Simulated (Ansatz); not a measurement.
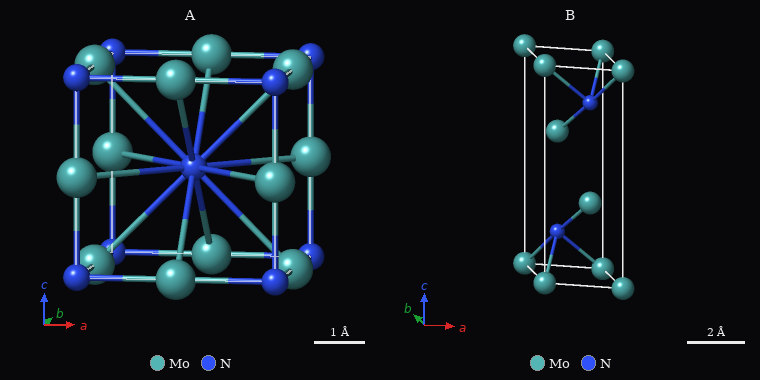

Two structures of Mo₃N₂, each relaxed to rest (conventional cells in solid outline, small ones repeated, not to one scale). Method: DFT PBE, scalar-relativistic, plane waves, PAW (Ansatz 0.2.0), without spin polarisation.

State the structure in each panel.

Answer. A: 5 atoms a cell on a primitive cubic lattice, Pm-3m. B: 5 atoms a cell on a primitive hexagonal lattice, P-3m1.

Which form lies lower?

Answer. B is lower, by 1011 meV/atom at this level of theory (energies at zero smearing). Volumes: A 13.1, B 11.3 Å³/atom.

One or both may be structure types tried for this composition rather than known phases.
